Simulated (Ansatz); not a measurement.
**triplet BH2Cl at 6 levels**

Wanted: a comparison of 6 runs (UHF/3-21G, U-revPBE/def2-TZVP, U-wB97M-V/def2-TZVP, UHSE06/def2-TZVP, RPA@PBE/def2-TZVP, UCCSD/def2-TZVP) of triplet BH2Cl. 

The calculation is run with Ansatz 0.2.0.

44 further runs of the same task are left out: 44 set aside as unsound or not needed.

### 1 The molecule

The species is BH2Cl (4 atoms), meant as a triplet with charge 0. As SMILES of the parent species, `BCl`. Geometry: relaxed at PBE0-D4/def2-TZVP. That shape belongs to the parent species and isn't relaxed for this state.

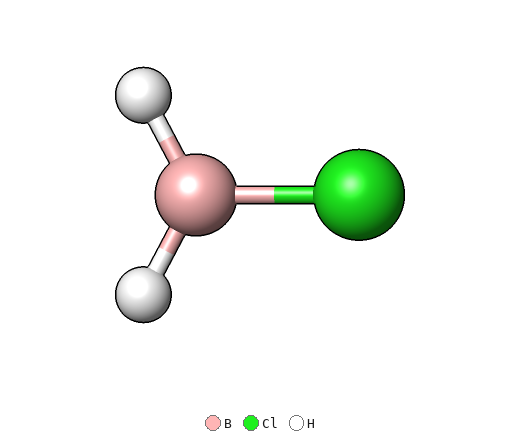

Viewed from a chosen angle; boron pink, chlorine green, hydrogen white.

### 2 The energy at UHF/3-21G (run 1)

Input file molecule.yaml:

```yaml
crystal:
  periodic: [false, false, false]
  atoms:
    - {symbol: B, position_ang: [-0.116700, 0.021700, -0.075300]}
    - {symbol: Cl, position_ang: [1.365000, -0.395300, 0.721200]}
    - {symbol: H, position_ang: [-1.106200, -0.559500, 0.240400]}
    - {symbol: H, position_ang: [-0.086600, 0.872800, -0.906600]}
basis:
  gaussian: {orbitals: 3-21G.json}
magnetization: {spin_polarized: true, initial_magnetization: 2}
hamiltonian: {xc: hf}
accuracy: high
output: {orbitals: {seedname: orbitals}}
```

The basis set 3-21G is read from a file made from the Basis Set Exchange's data (not shown).

Command:

```bash
ansatz run molecule.yaml --threads 1 --pin off --max-ram 3480MiB --events-out events.jsonl --progress --plain --runs-dir runs
```

Output:

```text
Warning: RAYON_NUM_THREADS=1 ignored (pool sized by the plan → 1); use --threads N
Functional definition: HF
  name "HF"
  exchange = exact_x
  correlation = 0
534 factors; integrals over basis functions are off by at most 4.1e-9 eV
mean field evaluation 1: about -13137.3655 eV, gradient 7.9e0 eV
mean field evaluation 2: about -13137.5203 eV, gradient 8.0e0 eV
mean field evaluation 4: about -13138.1233 eV, gradient 1.2e0 eV
mean field evaluation 8: about -13138.1614 eV, gradient 3.7e-1 eV
mean field evaluation 16: about -13138.1841 eV, gradient 6.5e-5 eV
mean field evaluation 32: about -13138.1393 eV, gradient 4.5e-1 eV
mean field evaluation 64: about -13137.5799 eV, gradient 2.3e0 eV
mean field evaluation 96: about -13137.8762 eV, gradient 2.5e0 eV
mean field -13138.18408317 eV, -482.8193596756 hartree, gradient 2.3e-8 eV, S^2 2.009549; 2 other end points of the search recorded, 0 dependent functions left out
reference -13138.18408317 eV, -482.8193596756 hartree; 13, 11 occupied and 13, 15 virtual orbitals, 534 factors
Total energy: -13138.18408317 eV, -482.8193596756 hartree
```

Wall time 0.28 s (1 thread of Arm Neoverse V2, shared host).

### 3 The energy at U-revPBE/def2-TZVP (run 2)

Input file job.yaml:

```yaml
crystal:
  periodic: [false, false, false]
  atoms:
    - {symbol: B, position_ang: [-0.116700, 0.021700, -0.075300]}
    - {symbol: Cl, position_ang: [1.365000, -0.395300, 0.721200]}
    - {symbol: H, position_ang: [-1.106200, -0.559500, 0.240400]}
    - {symbol: H, position_ang: [-0.086600, 0.872800, -0.906600]}
basis:
  gaussian:
    orbitals: def2-TZVP
output: {orbitals: {seedname: orbitals}}
hamiltonian:
  xc: {name: revPBE}
accuracy: high
magnetization:
  spin_polarized: true
  initial_magnetization: 2
```

Command:

```bash
ansatz run job.yaml --threads 1 --pin off --max-ram 3480MiB --events-out events.jsonl --progress --plain --runs-dir runs
```

Output:

```text
Warning: RAYON_NUM_THREADS=1 ignored (pool sized by the plan → 1); use --threads N
Functional definition: revPBE
  name "revPBE"
  parameter kappa = 1.245
  parameter beta = 0.06672455060314922
  exchange = pbe_x(kappa = kappa, mu = beta*pi^2/3)
  correlation = pbe_c(beta = beta)
1294 factors; integrals over basis functions are off by at most 4.0e-9 eV
mean field evaluation 1: about -13218.2421 eV, gradient 3.3e1 eV
mean field evaluation 2: about -13192.8343 eV, gradient 6.2e1 eV
mean field evaluation 4: about -13225.6852 eV, gradient 3.5e0 eV
mean field evaluation 8: about -13225.7634 eV, gradient 2.6e-1 eV
mean field evaluation 16: about -13225.7638 eV, gradient 3.4e-5 eV
mean field -13225.76382705 eV, -486.0378558992 hartree, gradient 2.5e-8 eV, S^2 2.003761; 1 other end points of the search recorded, 0 dependent functions left out
reference -13225.76383108 eV, -486.0378560473 hartree; 13, 11 occupied and 67, 69 virtual orbitals, 1294 factors
Total energy: -13225.76383108 eV, -486.0378560473 hartree
```

Wall time 4.2 s (1 thread of Arm Neoverse V2, shared host); peak memory 0.17 GiB.

Runs 3 to 5 aren't shown in full; the table further down has their settings and results.

### 4 The energy at UCCSD/def2-TZVP (run 6)

Input file in.yaml:

```yaml
basis:
  gaussian:
    orbitals: def2-TZVP
crystal:
  periodic: [false, false, false]
  atoms:
    - {symbol: B, position_ang: [-0.116700, 0.021700, -0.075300]}
    - {symbol: Cl, position_ang: [1.365000, -0.395300, 0.721200]}
    - {symbol: H, position_ang: [-1.106200, -0.559500, 0.240400]}
    - {symbol: H, position_ang: [-0.086600, 0.872800, -0.906600]}
magnetization:
  spin_polarized: true
  initial_magnetization: 2
correlation:
  method: ccsd
  frozen_orbitals: {B: 1, Cl: 5, H: 0}
accuracy: high
scf:
  omitted_lower_state_checks: [cluster_reference, increment]
```

Command:

```bash
ansatz run in.yaml --threads 1 --pin off --max-ram 3480MiB --events-out events.jsonl --progress --plain --runs-dir runs
```

Output:

```text
Warning: RAYON_NUM_THREADS=1 ignored (pool sized by the plan → 1); use --threads N
[... 4 set-up lines as earlier in the session ...]
these checks for a lower state are left out or cut short: cluster_reference, increment
1294 factors; integrals over basis functions are off by at most 4.0e-9 eV
mean field evaluation 1: about -13201.9485 eV, gradient 1.0e1 eV
mean field evaluation 2: about -13201.9538 eV, gradient 1.0e1 eV
mean field evaluation 4: about -13202.8892 eV, gradient 2.1e0 eV
mean field evaluation 8: about -13202.9716 eV, gradient 4.1e-1 eV
mean field evaluation 16: about -13202.9982 eV, gradient 2.1e-6 eV
mean field evaluation 32: about -13202.9467 eV, gradient 9.6e-1 eV
mean field -13202.99823450 eV, -485.2012358042 hartree, gradient 3.2e-8 eV, S^2 2.020844; 6 other end points of the search recorded, 0 dependent functions left out
6 core orbitals not correlated: weight in the atoms' cores, before any rotation towards them, 1.000 or more for the frozen orbitals, at most 0.000 for the correlated occupied ones
reference -13202.99823450 eV, -485.2012358042 hartree; 7, 5 occupied and 67, 69 virtual orbitals, 1294 factors
second order -7.60101440 eV of doubles, -0.00000000 eV of singles
cycle   1  -8.30113699 eV  change   -7.0e-1 eV  update   9.1e-2
cycle   2  -8.61963618 eV  change   -3.2e-1 eV  update   3.8e-2
cycle   3  -8.68907801 eV  change   -6.9e-2 eV  update   3.4e-2
cycle   4  -8.72155300 eV  change   -3.2e-2 eV  update   2.4e-2
cycle   5  -8.73422672 eV  change   -1.3e-2 eV  update   9.1e-3
cycle   6  -8.73584962 eV  change   -1.6e-3 eV  update   2.1e-3
cycle   7  -8.73706146 eV  change   -1.2e-3 eV  update   6.6e-4
cycle   8  -8.73682177 eV  change    2.4e-4 eV  update   2.0e-4
cycle   9  -8.73679894 eV  change    2.3e-5 eV  update   7.0e-5
cycle  10  -8.73681936 eV  change   -2.0e-5 eV  update   2.1e-5
cycle  11  -8.73682367 eV  change   -4.3e-6 eV  update   7.9e-6
cycle  12  -8.73682074 eV  change    2.9e-6 eV  update   2.4e-6
cycle  13  -8.73681998 eV  change    7.6e-7 eV  update   8.0e-7
cycle  14  -8.73682010 eV  change   -1.2e-7 eV  update   2.8e-7
cycle  15  -8.73682029 eV  change   -1.9e-7 eV  update   1.3e-7
cycle  16  -8.73682024 eV  change    5.2e-8 eV  update   7.1e-8
cycle  17  -8.73682023 eV  change    1.4e-8 eV  update   4.9e-8
cycle  18  -8.73682022 eV  change    5.4e-9 eV  update   3.9e-8
cycle  19  -8.73681986 eV  change    3.6e-7 eV  update   8.9e-8
cycle  20  -8.73681983 eV  change    3.7e-8 eV  update   3.3e-8
cycle  21  -8.73681982 eV  change    1.3e-8 eV  update   1.8e-8
cycle  22  -8.73681982 eV  change   -4.7e-9 eV  update   1.2e-8
cycle  23  -8.73681983 eV  change   -7.2e-9 eV  update   4.9e-9
cycle  24  -8.73681983 eV  change   -2.2e-9 eV  update   1.5e-9
cycle  25  -8.73681983 eV  change  -2.0e-11 eV  update  6.7e-10
Total energy: -13211.73505433 eV, -485.5223080109 hartree
Checks for a lower state left out: cluster_reference, increment
```

Wall time 12 s (1 thread of Arm Neoverse V2, shared host); peak memory 0.62 GiB.

### 5 The series

```
run                level  frozen core orbitals  energy (Eh)  HOMO energy (eV)   ⟨S²⟩  wall time
  1            UHF/3-21G                     –  -482.819360             -6.92  2.010     0.28 s
  2   U-revPBE/def2-TZVP                     –  -486.037856             -3.27  2.004      4.2 s
  3  U-wB97M-V/def2-TZVP                     –  -486.063764             -6.23  2.005       40 s
  4     UHSE06/def2-TZVP                     –  -485.918889             -3.98  2.006        6 s
  5    RPA@PBE/def2-TZVP                     6  -485.704073                 –  2.003      6.9 s
  6      UCCSD/def2-TZVP                     6  -485.522308                 –  2.021       12 s
```

### 6 What came out

| quantity | value |
| --- | --- |
| run 6: total energy | -485.52231 Eh |
| run 6: correlation energy (6 core orbitals frozen) | -321.1 mEh |
| run 6: ⟨S²⟩ of the reference determinant | 2.021 |
| run 6: T1 diagnostic | 0.054 |

What this shows: Totals of different functionals can't be ranked against each other. All runs together took 69 s, the longest 40 s.
